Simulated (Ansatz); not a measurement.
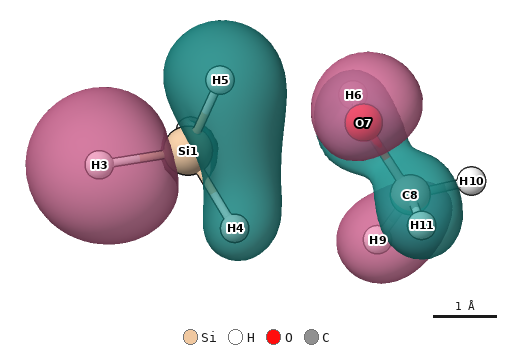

Figure 1: SiH$_{4}$···CH$_{4}$O. The HOMO−1 at ±0.08 Å⁻³ᐟ² (teal and pink are the two phases), seen at a tilt.

The calculation used RKS CAM-B3LYP/def2-SVP (Ansatz 0.2.0).

```tsv
atom	x (Å)	y (Å)	z (Å)
Si	-1.0608	0.6506	-1.5274
H	0.0124	-0.2462	-2.0364
H	-2.0780	0.7901	-2.6111
H	-1.7294	0.0449	-0.3471
H	-0.5239	1.9980	-1.2152
H	1.7369	-0.0630	0.0206
O	1.0283	0.2773	0.5788
C	0.7293	-0.6739	1.5686
H	0.3762	-1.6345	1.1486
H	1.5899	-0.8795	2.2322
H	-0.0809	-0.2639	2.1886
```

Describe this orbital and give its energy.

Answer. Its weight (Hirshfeld) is mainly on Si1 (about 30 %), H3 (about 25 %), O7 (about 20 %) and H5 (about 10 %). Its energy is −10.57 eV.
